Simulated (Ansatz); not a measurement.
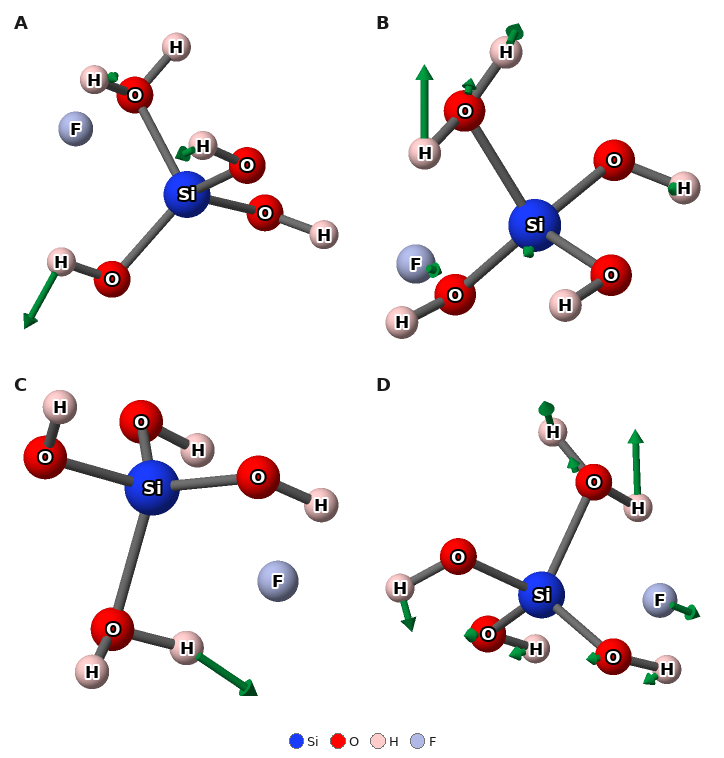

4 normal modes of one molecule or complex, as arrows. Harmonic vibrations computed with RKS PBE0-D4/def2-SVP (Ansatz 0.2.0) at a stationary point of the same level. It is a saddle point of order 1.

### Match the panels to the wavenumbers 347i cm⁻¹, 443 cm⁻¹, 923 cm⁻¹, 2751 cm⁻¹.

A: 923 cm⁻¹, H–O–Si bending
B: 347i cm⁻¹
C: 2751 cm⁻¹, O–H stretching
D: 443 cm⁻¹
